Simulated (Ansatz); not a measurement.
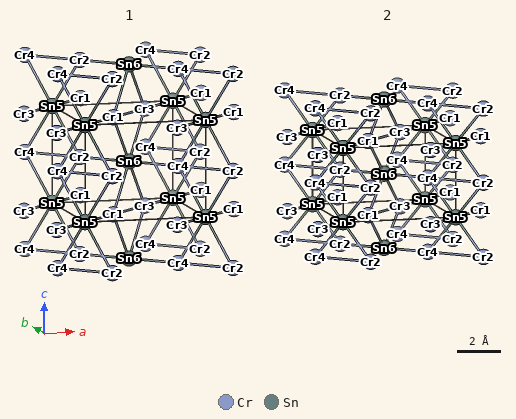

Two geometries of crystalline Cr2Sn (built on the rutile type) (coarse preliminary run), drawn at one scale. One is the start of a relaxation, the other its converged end. A ball-and-stick model of the cell of the calculation, seen slightly off an axis.

Theory: DFT PBE, scalar-relativistic, plane waves, PAW in Ansatz. Set-up: plane-wave cutoff 420 eV; k-point mesh 4 × 4 × 6; occupations gaussian; smearing width 0.1 eV; collinear spin; cell and atoms relaxed; force threshold 0.04 eV/Å; at most 70 steps.

> Which one is relaxed?

Structure 1 is the relaxed one. Case: rutile type (P4_2/mnm, No. 136). The largest moves relative to the cell, 0.13 Å, are those of Cr1, Cr2, Cr3 and Cr4. Cr3 goes along [−1 −1 0]. Sn stays in place. The drawn cell changes as follows: a = b 5.455 → 5.840 Å (+7.1 %), c 3.513 → 4.595 Å (+30.8 %); the volume changes by +49.9 %. Some distances before and after: Cr1–Sn6 2.308 → 2.730 Å, Cr1–Sn5 2.360 → 2.656 Å, Cr1–Cr3 2.993 → 2.948 Å. Among the angles between lasting bonds that change: Cr1–Sn6–Cr3 80.9° → 65.4°, Sn5–Cr2–Sn5 99.1° → 114.6°, Cr1–Sn6–Cr1 99.1° → 114.6°. The space group stays P4_2/mnm (No. 136). Over 8 accepted moves (10 points after the start) the energy falls by 6.340 eV per cell of the calculation. The largest force component goes from 1.4 to 0.023 eV/Å. The pressure goes from 45.79 to −0.02 GPa. At 2 points the geometry stayed and the basis and grid were re-selected for the new cell (energy shift of 0.388 eV per cell of the calculation at most each time). The run took 5 min on 1 thread of Arm Neoverse V1 (shared host), peak memory 0.63 GiB.
